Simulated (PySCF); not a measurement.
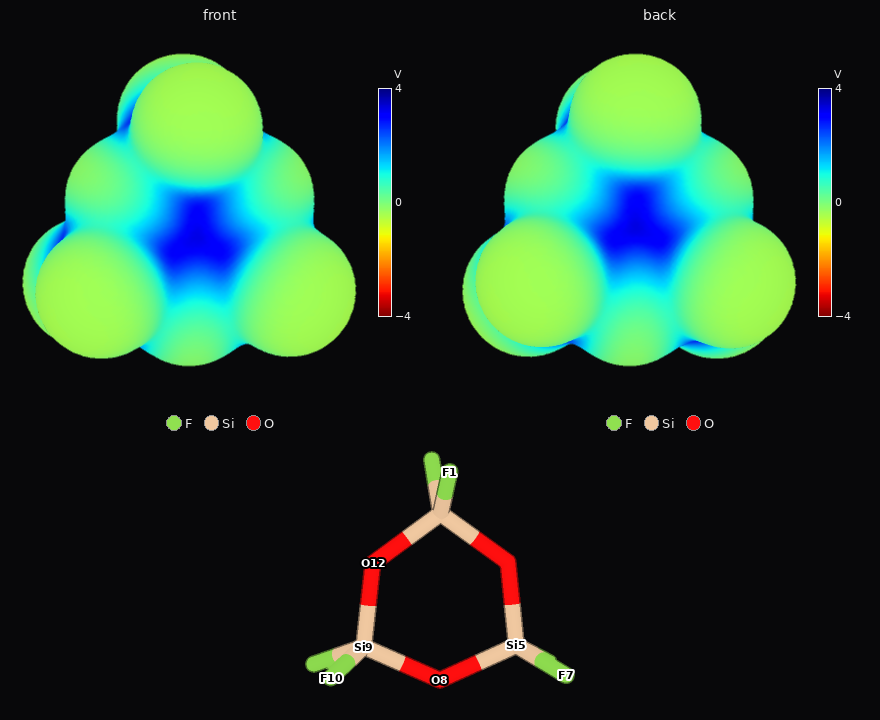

*F$_{6}$O$_{3}$Si$_{3}$. The electrostatic potential painted on the density surface at 0.002 e/bohr³, seen from the front and from behind; red is negative and blue positive. The bare structure is drawn below in the same view.*

Geometry: PBE0-D3(BJ)/def2-SVP.

Level of theory: PySCF, PBE0/pcSseg-1, SCF density, gas phase, non-relativistic.

```xyz
12

F     1.8688   -2.1558    0.6583
Si    1.2246   -1.1265   -0.3675
F     1.9017   -1.3497   -1.7882
O    -0.3906   -1.3710   -0.4686
Si   -1.6672   -0.3896   -0.1733
F    -2.5499   -0.2308   -1.4862
F    -2.5860   -1.0112    0.9659
O    -1.0846    1.0655    0.3006
Si    0.4417    1.6250    0.5020
F     0.6591    2.1020    2.0032
F     0.7017    2.8693   -0.4535
O     1.4770    0.4098    0.1395
```

**Which sites attract a positive test charge, and which a negative one?**

A positive charge is drawn to the negative regions and a negative charge to the positive ones. The most negative region (about −0.4 V, or −9 kcal/mol for a unit charge) lies over the F atoms, the most positive (about +3.2 V, or +74 kcal/mol for a unit charge) over Si2, Si5 and Si9.

**What dipole moment does the calculation give?**

Its dipole moment is zero.
